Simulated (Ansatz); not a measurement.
**H2S···CH4N (doublet): density, localisation and related maps**

The calculation's input:

```
crystal:
  periodic: [false, false, false]
  atoms:
    - {symbol: H, position_ang: [-0.855109, -0.303652, 0.111605]}
    - {symbol: C, position_ang: [0.347926, 0.161683, -0.691554]}
    - {symbol: N, position_ang: [1.196641, 0.876323, 0.130655]}
    - {symbol: S, position_ang: [-1.981562, -0.763616, 0.986039]}
    - {symbol: H, position_ang: [-0.153733, 0.748820, -1.455237]}
    - {symbol: H, position_ang: [0.735303, -0.796548, -1.025991]}
    - {symbol: H, position_ang: [1.639594, 0.350434, 0.868207]}
    - {symbol: H, position_ang: [0.849831, 1.764511, 0.457981]}
    - {symbol: H, position_ang: [-1.778990, -2.037955, 0.618294]}
basis:
  gaussian: {orbitals: def2-TZVPP}
magnetization: {spin_polarized: true, initial_magnetization: 1}
hamiltonian: {xc: pbe0, dispersion: d4}
output: {orbitals: {seedname: orbitals}}
```

Run with:

```sh
ansatz run in.yaml --threads 4 --pin off --events-out ev --progress --plain --max-ram 9574MiB
```

A transition-state structure; geometry: PBE0-D4/def2-TZVP.

Theory: Ansatz, UKS PBE0-D4/def2-TZVPP.

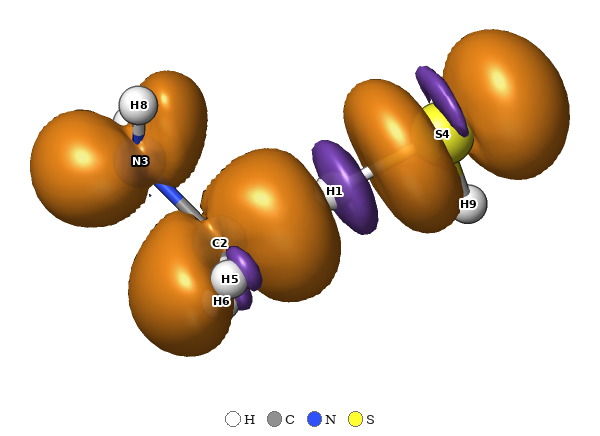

Figure 1. Isosurfaces of the spin density at +0.015 (orange) and −0.015 e/Å³ (purple), seen at a tilt.

Describe the spin distribution.

Answer. The unpaired spin (1 electron) lies mostly on C2 (about 0.4), S4 (about 0.3) and N3 (about 0.2), in electrons by Hirshfeld's partition.

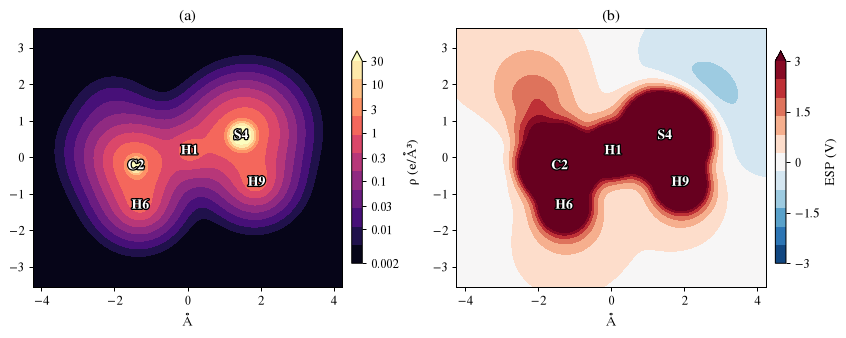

Figure 2. (a) electron density; (b) molecular electrostatic potential on the plane of atoms H1, S4 and H9.

What does the map show?

Answer. The section cuts through H, C and S sites. C2···H1 (1.52 Å): the density falls to about 0.66 e/Å³ on the way. C–H (1.09 Å): ρ is about 2 e/Å³ halfway. S–H (1.34 Å): ρ at the midpoint is about 1.5 e/Å³. Outside the dense part of the complex the potential is most negative (−0.9 V) near S4.

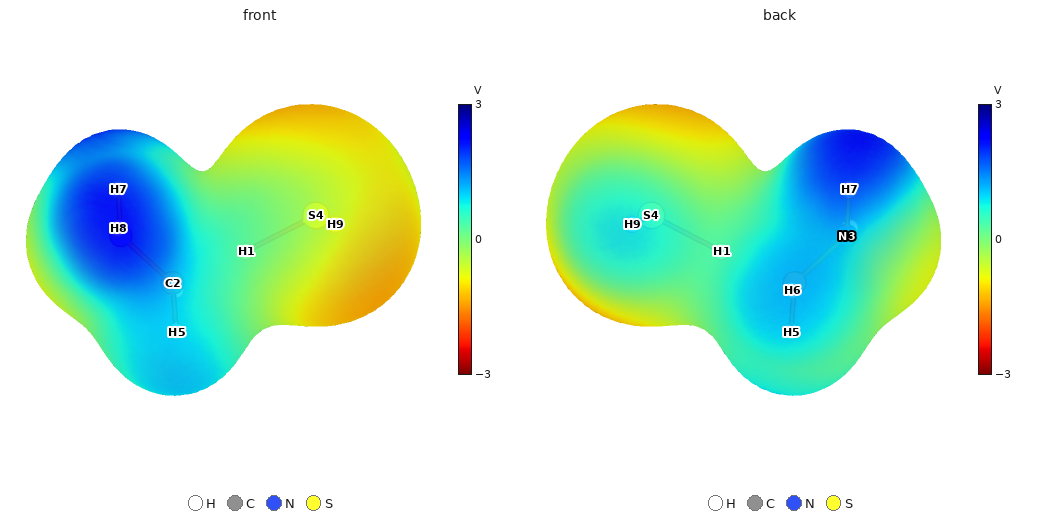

Figure 3. The molecular electrostatic potential painted on the density surface at 0.002 e/bohr³, seen from the front and from behind; red is negative and blue positive.

Describe the electrostatic potential map.

Answer. The most negative region (about −1.4 V) lies over S4, the most positive (about +2.2 V) over H7 and H8.
